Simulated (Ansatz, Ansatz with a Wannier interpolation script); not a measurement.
# BiOBr (P4/nmm): quasiparticle bands by Wannier interpolation, part 2 of 2

G0W0 gives levels on a mesh alone; what do the bands of BiOBr (P4/nmm) look like between the points?

Ansatz 0.2.0; LDA, Wannier functions and G0W0, plane waves, PAW. Known limits of the many-body steps: not at the basis limit; no spin-orbit coupling; coarse k mesh.

So far. Step 2 (LDA bands): The gap is indirect, with the least direct gap 0.17 eV higher. Step 3 (Wannier functions (Bi:6p Br:4p O:2p) on 8×8×4): Near the gap the model misses directly solved bands by 0.6 meV r.m.s. and by 8 meV at most in the window tested. This tests the starting bands, not the corrections carried with them.

The database entry behind the starting cell differs from later determinations by our own check (0.1 to 0.3 % short, probably kX units), so it need not match the best structure at ambient conditions.

## (4) G0W0 at every point of the mesh: 4×4×2 mesh, 516 empty bands, screening to 150 eV

G0W0 replaces the xc potential by the self-energy, built once from these orbitals. Only a window of levels is corrected, while the sums run over the empty bands that the input names.

This step: G0W0 on LDA, plane waves, PAW.

Contents of input.yaml:

```yaml
crystal:
  lattice:
    - [3.916, 0.0, 0.0]
    - [0.0, 3.916, 0.0]
    - [0.0, 0.0, 8.077]
  atoms:
    - { symbol: Bi, position: [0.0, 0.5, 0.154] }
    - { symbol: Bi, position: [0.5, 0.0, 0.846] }
    - { symbol: Br, position: [0.0, 0.5, 0.653] }
    - { symbol: Br, position: [0.5, 0.0, 0.347] }
    - { symbol: O, position: [0.0, 0.0, 0.0] }
    - { symbol: O, position: [0.5, 0.5, 0.0] }
kpoints:
  mp_grid: { grid: [4, 4, 2] }
hamiltonian:
  xc: lda
scf:
  occupations: { method: fixed }
gw:
  n_empty_bands: 516
  ecut_chi: 150.0
  qp_bands: [v12, c5]
  screening: { model: contour_deformation }
```

The run is started by

```sh
ansatz run input.yaml --threads 3 --pin off --max-ram 92160MiB --backend cuda --events-out ev --progress --plain --runs-dir out --devices 1 --max-vram 13GiB
```

Numbers of over 12 decimals in the logs are rounded to 6 here.

The log of the run:

```text
GPUs: using 1 of 1 available (devices: 1).
[...]
GPU FFT provider: cuFFT
GPU libraries: cuBLAS 13.8.2, cuFFT 12.4.0, cuSOLVER 12.3.4
Crystal: 6 atoms, lattice volume = 123.861 Å³
Basis set: ecut = 420 eV, 2419 PW (Γ)
Bands: 34, of which v1, the nominal top of the filled ones, is band 28 counted from 1 (27 counted from 0)
Symmetry: 16 space group operations
[...]
k-points: 12 of 32
[...]
GPU buffer pool allocated for 39366 grid points (all kernels)
[...]
SCF iter   1: F=—  HF=-30671.921999 eV  |F-HF|=—  |Δ(HF+E_count)|=         —  Δρ=1.12e-2  dr2=1.43e-1  ethr=1.77e-3  ⟨swp⟩=5.1  Hψ=1557  notcnv=0  defer=45
[...]
SCF iter   7: F=-30671.888215 eV  HF=-30671.888215 eV  |F-HF|=5.99e-9  |Δ(HF+E_count)|=   1.31e-7  Δρ=3.17e-6  dr2=1.53e-8  ethr=1.79e-10  ⟨swp⟩=10.0  Hψ=1749  notcnv=0
SCF 1 converged in 7 iterations: F = -30671.888215 eV  dr2 = 1.53e-8
[...]
G₀W₀ screening: q 1/12
[... further progress lines ...]
SCF converged after 7 iterations
Free energy (F): -30671.888215 eV
[...]
Internal energy: -30671.888215 eV  (E = F + TS)
E sigma→0 (E₀):  -30671.888215 eV
Fermi energy:    7.174507 eV
[...]
--- Band table (eV; the first three rows and the last of 12) ---
  k-point 0: bands = [... 24 lower, 6.2362, 6.5048, 6.5048, 6.5707, 9.5218, 10.4335, 12.1099, 12.1099, ... 2 higher]
  k-point 1: bands = [... 24 lower, 6.2999, 6.8204, 6.8204, 7.1240, 9.3333, 9.6153, 11.9342, 11.9342, ... 2 higher]
  k-point 2: bands = [... 24 lower, 6.6604, 6.7123, 6.9511, 7.1346, 11.0739, 11.3341, 11.3982, 11.8780, ... 2 higher]
  k-point 11: bands = [... 24 lower, 6.1493, 6.1493, 6.2252, 6.2252, 11.2205, 11.2205, 12.4909, 12.4909, ... 2 higher]
--- G₀W₀: contour deformation, 6 samples at zero and on the imaginary axis and 2 off it, 32 q-points, 516 empty bands' worth ---
  eigenvalues of the whole cell's RPA ε∞ on this k-mesh (on a slab, of 1 + 4πα/V) = 5.5769, 7.5451, 7.5451; static W/v taken at q = 0 is 0.144950
  bands read: the sum over 544 bands ends inside a degenerate multiplet in 1 slot, whose members it reads at an even weight; the widest, k=1: bands 544 to 545 (counted from 1) at 1/2 each
    ik  band        ε_KS         Σx   Σc(E_QP)       V_xc       Z   E_QP_lin       E_QP  E_QP is
     0    17      2.4431   -23.0155     5.0735   -17.6448  0.6623     2.1433     2.1459  root
     0    18      2.4431   -23.0155     5.0735   -17.6448  0.6623     2.1433     2.1459  root
     0    19      5.2777   -25.3533     4.7287   -20.3508  0.7105     5.0024     5.0039  root
     0    20      5.4216   -24.6306     4.3916   -19.9710  0.7163     5.1522     5.1537  root
     0    21      5.4216   -24.6306     4.3916   -19.9710  0.7163     5.1522     5.1537  root
     0    22      5.5356   -18.2215     2.7702   -14.6958  0.7289     4.7624     4.7801  root
     0    23      6.0985   -22.9553     3.4537   -19.2019  0.7348     5.7973     5.7988  root
     0    24      6.2362   -19.6350     2.7857   -16.1110  0.7400     5.4853     5.4980  root
     0    25      6.2362   -19.6350     2.7857   -16.1110  0.7400     5.4853     5.4980  root
     0    26      6.5048   -19.6303     2.5885   -16.3601  0.7468     5.8137     5.8231  root
     0    27      6.5048   -19.6303     2.5885   -16.3601  0.7468     5.8137     5.8231  root
     0    28      6.5707   -18.6337     2.0272   -15.9482  0.7565     5.9038     5.9124  root
     0    29      9.5218   -10.5123    -3.7914   -14.8926  0.8034    10.1146    10.1108  root
     0    30     10.4335   -10.8693    -3.7235   -15.1485  0.7945    10.9929    10.9892  root
[...]
11    29     11.2205   -11.9444    -3.8517   -16.3870  0.7888    11.8158    11.8113  root
    11    30     11.2205   -11.9444    -3.8517   -16.3870  0.7888    11.8158    11.8113  root
    11    31     12.4909   -11.8282    -4.3089   -16.9324  0.7669    13.2970    13.2862  root
    11    32     12.4909   -11.8282    -4.3089   -16.9324  0.7669    13.2970    13.2862  root
    11    33     12.8916   -11.4933    -4.2215   -16.4924  0.7659    13.6797    13.6692  root
```

Wall time 35 s (1 × NVIDIA H100 80GB HBM3 (shared by 6 runs) with 3 threads of AMD EPYC 7R13 (Zen 3), shared host); peak memory 1.6 GiB; 50 s of CPU time.

Numbers from this step:

```
bands summed                                 : 544
RPA ε∞ on this mesh (eigenvalues)            : 5.577, 7.545, 7.545
plane waves in the screening matrix          : 509
q-points in the mesh                         : 32
G0W0 gap on the mesh                         : 3.197 eV
k of the valence top                         : 0, -0.5, -0.5
k of the conduction bottom                   : 0, 0, -0.5
starting gap on the mesh                     : 2.159 eV
Z at the valence top                         : 0.7541
Z at the conduction bottom                   : 0.8053
least direct G0W0 gap on the computed points : 3.428 eV
```

The gap on the mesh goes from 2.16 eV to 3.20 eV, a correction of +1.04 eV. Between the two edge states, bare exchange in place of the xc potential would open the gap by 7.02 eV, and correlation takes back 5.98 eV. The start differs from the 2.03 eV found before because this mesh misses an edge.

## (5) Interpolating the corrections

A script adds the corrections, carried to the Wannier functions and back, to the LDA levels, along the path and on a 13×13×9 mesh.

* G0W0 gap over the zone: 2.987 eV
* conduction bottom at: Z
* starting gap over the zone: 2.039 eV
* least direct G0W0 gap: 3.428 eV
* G0W0 gap on the mesh: 3.197 eV
* valence width, start: 5.238 eV
* valence width, G0W0: 5.139 eV
* gap by a rigid shift: 3.077 eV

Levels solved directly plus the interpolated quasiparticle correction. Limits: finite bands, cutoff and mesh; no spin-orbit coupling; coarse k mesh. Quasiparticle bands along the path, in eV, zero at the valence-band top of each set:

```
    point  band 25  band 26  band 27  band 28  band 29  band 30
        Γ    -1.02    -0.99    -0.99    -0.90     3.29     4.17
        X    -0.83    -0.83    -0.18    -0.18     5.37     5.37
        M    -1.05    -1.05    -0.77    -0.77     4.27     4.27
        Γ    -1.02    -0.99    -0.99    -0.90     3.29     4.17
        Z    -0.84    -0.71    -0.71    -0.40     3.03     3.43
        R    -0.84    -0.84    -0.17    -0.17     5.17     5.17
        A    -1.46    -1.46    -0.77    -0.77     5.00     5.00
        Z    -0.84    -0.71    -0.71    -0.40     3.03     3.43
jump to X    -0.83    -0.83    -0.18    -0.18     5.37     5.37
        R    -0.84    -0.84    -0.17    -0.17     5.17     5.17
jump to M    -1.05    -1.05    -0.77    -0.77     4.27     4.27
        A    -1.46    -1.46    -0.77    -0.77     5.00     5.00
```

The same for LDA:

```
point  band 25  band 26  band 27  band 28  band 29  band 30
    Γ    -1.06    -0.79    -0.79    -0.72     2.23     3.14
    X    -0.55    -0.55    -0.16    -0.16     4.22     4.22
    M    -1.07    -1.07    -0.80    -0.80     3.23     3.23
    Γ    -1.06    -0.79    -0.79    -0.72     2.23     3.14
    Z    -0.99    -0.47    -0.47    -0.17     2.04     2.32
    R    -0.56    -0.56    -0.12    -0.12     4.04     4.04
    A    -1.15    -1.15    -1.07    -1.07     3.93     3.93
    Z    -0.99    -0.47    -0.47    -0.17     2.04     2.32
    X    -0.55    -0.55    -0.16    -0.16     4.22     4.22
    R    -0.56    -0.56    -0.12    -0.12     4.04     4.04
    M    -1.07    -1.07    -0.80    -0.80     3.23     3.23
    A    -1.15    -1.15    -1.07    -1.07     3.93     3.93
```

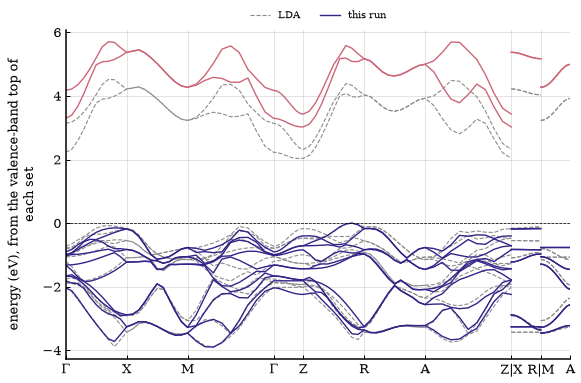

Quasiparticle bands along the path; lines of filled and empty bands in two colours; dashed: LDA.

The density of states has structure finer than the step of the table below, so its rows give means over 0.5 eV, whole bins alone (the curve runs from -6 to 5.9 eV). Peaks (eV: height): G0W0 -4.70: 4.07, -3.30: 5.17, -1.00: 10.1; LDA -4.90: 4.02, -3.20: 4.76, -1.20: 8.51, -0.60: 9.15, 4.70: 5.90.

Wannier model on a dense mesh, Gaussian width 0.15 eV. Limits: finite bands, cutoff and mesh; no spin-orbit coupling; coarse k mesh. The density of states by energy, zero at the valence-band top of each set; means over each step; values in states/eV/cell:

```
energy (eV)    G0W0      LDA
       -5.5  0.0409    0.199
       -5.0    2.47     3.17
       -4.5    3.26     2.81
       -4.0    2.27     2.03
       -3.5    3.91     3.59
       -3.0    4.18     4.08
       -2.5    3.97     4.00
       -2.0    4.49     4.01
       -1.5    7.29     6.02
       -1.0    9.36     7.96
       -0.5    5.74     7.85
        0.0    1.02     2.29
        0.5  9.6e-4  0.00262
        1.0       0        0
        1.5       0   9.5e-5
        2.0       0   0.0488
        2.5  1.9e-4    0.253
        3.0  0.0517     1.07
        3.5   0.243     2.64
        4.0   0.953     3.16
        4.5    2.37     4.39
        5.0    2.73     4.99
        5.5    3.55     4.01
```

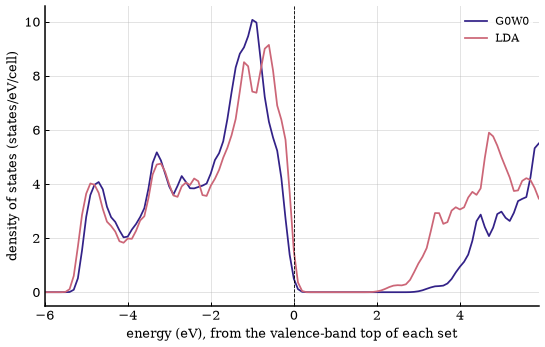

Density of states against energy.

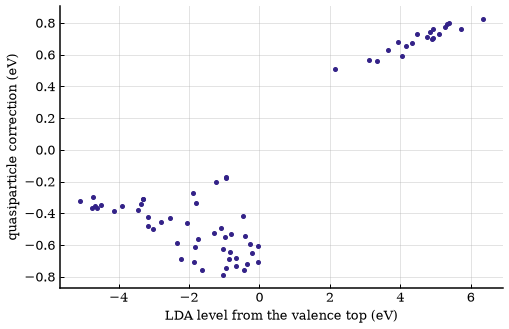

The correction of every computed level, on the run's own energy scale, against its starting energy.

## (6) LDA+SOC bands, for comparison

Spin-orbit coupling can split or shift the edges; a non-collinear run measures by how much.

This step: DFT, LDA with spin-orbit coupling, plane waves, PAW.

input.yaml, the sections that differ from step 4:

```yaml
kpoints:
  mp_grid: { grid: [4, 4, 2] }
  band_path:
    path:
      - [[0.0, 0.0, 0.0], [0.0, 0.5, 0.0], [0.5, 0.5, 0.0], [0.0, 0.0, 0.0], [0.0, 0.0, 0.5], [0.0, 0.5, 0.5], [0.5, 0.5, 0.5], [0.0, 0.0, 0.5]]
      - [[0.0, 0.5, 0.0], [0.0, 0.5, 0.5]]
      - [[0.5, 0.5, 0.0], [0.5, 0.5, 0.5]]
    npoints: 10
scf:
  occupations: { method: fermi_dirac, width: 0.02 }
  n_extra_bands: 12
magnetization:
  noncollinear: true
  spin_orbit: true
output:
  eigenvalues: true
# crystal, hamiltonian: as in step 4
# gw: removed
```

The log of the run:

```text
[...]
GPUs: using 1 of 1 available (devices: 1).
[...]
non-collinear run that drives no moment, with spin-orbit: no starting moment large enough to seed its density (crystal.atoms[].spin), no starting occupations that ask for one, no magnetisation constraint and no magnetic field, so the semilocal B_xc is pinned to zero
[...]
GPU FFT provider: cuFFT
GPU libraries: cuBLAS 13.8.2, cuFFT 12.4.0, cuSOLVER 12.3.4
Crystal: 6 atoms, lattice volume = 123.861 Å³
Basis set: ecut = 420 eV, 2419 PW (Γ)
Bands: 68, of which v1, the nominal top of the filled ones, is band 56 counted from 1 (55 counted from 0)
Symmetry: 16 space group operations + 16 with time reversal
[...]
k-points: 12 of 32
Projection manifold: j_resolved (fully-relativistic pseudo-atomic orbitals)
[...]
GPU buffer pool allocated for 39366 grid points (all kernels)
[...]
SCF iter   1: F=—  HF=-30751.864747 eV  |F-HF|=—  |Δ(HF+E_count)|=         —  Δρ=3.34e-2  dr2=1.23e0  dr2_m=0.00e0 (ungated)  ethr=3.10e-3  |M|=0.00e0 ∫|m|=0.00e0 μB  |m|>n=0.0e0 m-floor=0.0e0 τ_xc=0.0e0  β_m=0.30  ⟨swp⟩=7.1  Hψ=1879  notcnv=0
[...]
spin=Noncollinear: Resta preconditioning applied to the charge; magnetization (m_x, m_y, m_z) channels mix plain (no charge-response kernel on spin).
SCF iter   2: F=—  HF=-30751.639923 eV  |F-HF|=—  |Δ(HF+E_count)|=   2.25e-1  Δρ=2.22e-2  dr2=5.01e-1  dr2_m=0.00e0 (ungated)  ethr=2.20e-3  |M|=0.00e0 ∫|m|=0.00e0 μB  |m|>n=0.0e0 m-floor=0.0e0 τ_xc=0.0e0  β_m=0.56  ⟨swp⟩=2.0  Hψ=505  notcnv=0  defer=94
[...]
SCF iter   8: F=-30751.518006 eV  HF=-30751.518006 eV  |F-HF|=2.82e-8  |Δ(HF+E_count)|=   2.38e-7  Δρ=8.45e-6  dr2=8.82e-8  dr2_m=0.00e0 (ungated)  ethr=1.79e-10  |M|=0.00e0 ∫|m|=0.00e0 μB  |m|>n=0.0e0 m-floor=0.0e0 τ_xc=0.0e0  ⟨swp⟩=9.3  Hψ=2013  notcnv=0
SCF 1 converged in 8 iterations: F = -30751.518006 eV  dr2 = 8.82e-8
[...]
SCF converged after 8 iterations
Magnetization: |M| = 0.0000 μB,  M = (+0.0000, +0.0000, +0.0000) μB
Absolute magnetization: 0.0000 μB (∫|m|)
  site 0: m = (+0.0000, +0.0000, +0.0000) μB, |m| = 0.0000 μB  (R = 0.96 Å)
  site 1: m = (+0.0000, +0.0000, +0.0000) μB, |m| = 0.0000 μB  (R = 0.96 Å)
  site 2: m = (+0.0000, +0.0000, +0.0000) μB, |m| = 0.0000 μB  (R = 1.31 Å)
  site 3: m = (+0.0000, +0.0000, +0.0000) μB, |m| = 0.0000 μB  (R = 1.31 Å)
  site 4: m = (+0.0000, +0.0000, +0.0000) μB, |m| = 0.0000 μB  (R = 0.96 Å)
  site 5: m = (+0.0000, +0.0000, +0.0000) μB, |m| = 0.0000 μB  (R = 0.96 Å)
Free energy (F): -30751.518006 eV
[...]
Internal energy: -30751.518006 eV  (E = F + TS)
E sigma→0 (E₀):  -30751.518006 eV
Fermi energy:    8.123831 eV
[...]
--- Band table (eV; the first three rows and the last of 12) ---
  k-point 0: bands = [... 52 lower, 6.6619, 6.6619, 6.7065, 6.7065, 9.1843, 9.1843, 9.6602, 9.6602, ... 8 higher]
  k-point 1: bands = [... 52 lower, 6.9620, 6.9620, 7.1943, 7.1943, 9.0262, 9.0262, 9.0588, 9.0588, ... 8 higher]
  k-point 2: bands = [... 52 lower, 6.9718, 6.9718, 7.1711, 7.1711, 9.9914, 9.9914, 10.5147, 10.5147, ... 8 higher]
  k-point 11: bands = [... 52 lower, 6.1444, 6.1444, 6.1444, 6.1444, 10.6507, 10.6507, 10.6507, 10.6507, ... 8 higher]
```

Wall time 16 s (1 × NVIDIA H100 80GB HBM3 (shared by 6 runs) with 3 threads); peak memory 1.4 GiB.

Numbers from this step:

| Property | Result |
| --- | --- |
| filled bands | 56 |
| gap | 1.692 eV |
| valence top at | k = (0.000, 0.400, 0.500) |
| conduction bottom at | k = (0.000, 0.000, 0.400) |
| least direct gap | 1.825 eV |

The gap stands −0.34 eV against LDA.

Electronic bands along the path, in eV, zero at the top of the highest nominally filled band:

```
    point  band 53  band 54  band 55  band 56  band 57  band 58  band 59  band 60
        Γ    -0.64    -0.64    -0.60    -0.60     1.88     1.88     2.36     2.36
        X    -0.16    -0.16    -0.16    -0.16     3.28     3.28     3.28     3.28
        M    -0.81    -0.81    -0.81    -0.81     2.81     2.81     2.81     2.81
        Γ    -0.64    -0.64    -0.60    -0.60     1.88     1.88     2.36     2.36
        Z    -0.34    -0.34    -0.11    -0.11     1.72     1.72     1.76     1.76
        R    -0.12    -0.12    -0.12    -0.12     3.20     3.20     3.20     3.20
        A    -1.16    -1.16    -1.16    -1.16     3.35     3.35     3.35     3.35
        Z    -0.34    -0.34    -0.11    -0.11     1.72     1.72     1.76     1.76
jump to X    -0.16    -0.16    -0.16    -0.16     3.28     3.28     3.28     3.28
        R    -0.12    -0.12    -0.12    -0.12     3.20     3.20     3.20     3.20
jump to M    -0.81    -0.81    -0.81    -0.81     2.81     2.81     2.81     2.81
        A    -1.16    -1.16    -1.16    -1.16     3.35     3.35     3.35     3.35
```

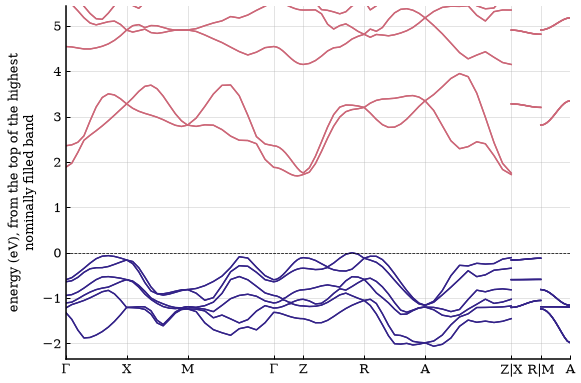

Electronic bands along the path; lines of filled and empty bands in two colours.

## (7) Results

| Item | Value |
| --- | --- |
| LDA gap | 2.04 eV |
| G0W0 gap over the zone | 2.99 eV, indirect |
| least direct G0W0 gap, in the model | 3.43 eV |
| with the spin-orbit change | 2.64 eV |
| GW settings | 4×4×2 mesh, 516 empty bands, screening to 150 eV |
| known limits | not at the basis limit; no spin-orbit coupling; coarse k mesh |

The Wannier model follows the LDA bands to under 1 meV r.m.s. near the gap. The G0W0 gap over the zone is 2.99 eV, indirect, from k = (0.384, 0.000, -0.500) to Z; on the mesh alone it is 3.20 eV, and a rigid shift of the LDA bands would give 3.08 eV. The valence width in the model goes from 5.24 eV to 5.14 eV. LDA+SOC gives a gap of 1.69 eV on the same path, a spin-orbit change of −0.34 eV that would bring the G0W0 gap to 2.64 eV. Bands and cutoff are finite, so the gap is not at the basis limit. The miss can reach some tenths of an eV and take either sign; the mesh is an error of its own. Above the frozen window of the model the interpolated levels need not meet the computed ones, even at points of the mesh. The 4×4×2 mesh is coarse for this cell (its supercell is 16 Å along the shortest edge). The RPA ε∞ on it, from the LDA start, is 5.58 and 7.55; such meshes misread the long-range screening, most where the gap is narrow. Where an edge is built on 6p states of lead, bismuth or thallium, scalar-relativistic gaps usually stand too wide, by a few tenths to over one eV.

[Paths, hosts, dates, memory and timing lines, banners, echoed tables and standing remarks are left out of the program output.]

[Logs are printed without paths, hosts, clocks, repeated set-up lines and the standing remarks that a program may print on its own settings, such as how far it seeks lower states.]

[Runs of the session that timed out or met a known fault of the program may be left out.]

[Hosts, paths, dates, database ids (printed as entryN), source tags and the programs' standing remarks are cut or masked in the printed files.]
